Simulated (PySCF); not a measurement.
Species, as SMILES: C=[SiH2] (CH2-SiH2).
Geometry (B3LYP-D3(BJ)/def2-TZVP, fixed):
```
Si
C 1 1.7009
H 2 1.0823 1 122.25
H 2 1.0823 3 115.51 1 180.00
H 1 1.4730 2 122.63 3 0.00
H 1 1.4730 5 114.74 2 -180.00
```
Charge 0, spin multiplicity 1.

Basis-set convergence of the mean static polarisability at PBE0 with PySCF. All functions are spherical. Density fitting with generated auxiliary sets. In sets without p functions on hydrogen, species with hydrogen take exact integrals. No added dispersion term, no relativity. Reference: the value in aug-pcseg-2, 47.79 bohr³, itself unsure by roughly 0.3 % (its distance from aug-cc-pV(T+d)Z). Deviations are taken from unrounded values. Cost is core time over that of def2-SVP, rough, on shared machines of one kind; a dash marks a row that isn't timed (too short, read off another run, short of memory, by another algorithm or on other hardware).

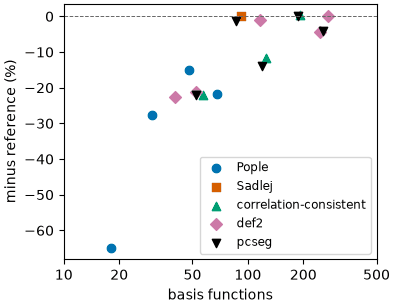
Figure. Deviation from the reference against the number of basis functions, by family of sets.

| basis | functions | mean static polarisability (bohr³) | minus reference (%) | cost |
|---|---|---|---|---|
| STO-3G | 18 | 16.79 | -64.9 | - |
| 6-31G | 30 | 34.61 | -27.6 | - |
| def2-SV(P) | 40 | 36.95 | -22.7 | - |
| 6-31+G* | 48 | 40.58 | -15.1 | - |
| def2-SVP | 52 | 37.61 | -21.3 | 1× |
| pcseg-1 | 52 | 37.26 | -22.0 | 1× |
| cc-pV(D+d)Z | 57 | 37.27 | -22.0 | 1× |
| 6-311G** | 68 | 37.45 | -21.6 | 1× |
| aug-pcseg-1 | 86 | 47.13 | -1.4 | 2× |
| Sadlej pVTZ | 92 | 47.79 | 0.0 | 2× |
| def2-TZVPD | 116 | 47.36 | -0.9 | 3× |
| pcseg-2 | 120 | 41.07 | -14.1 | 3× |
| cc-pV(T+d)Z | 125 | 42.22 | -11.7 | 4× |
| aug-pcseg-2 | 188 | 47.79 | 0.0 | 9× |
| aug-cc-pV(T+d)Z | 193 | 47.93 | 0.3 | 8× |
| def2-QZVPP | 247 | 45.73 | -4.3 | 20× |
| pcseg-3 | 256 | 45.78 | -4.2 | 20× |
| def2-QZVPPD | 271 | 47.83 | 0.1 | 20× |
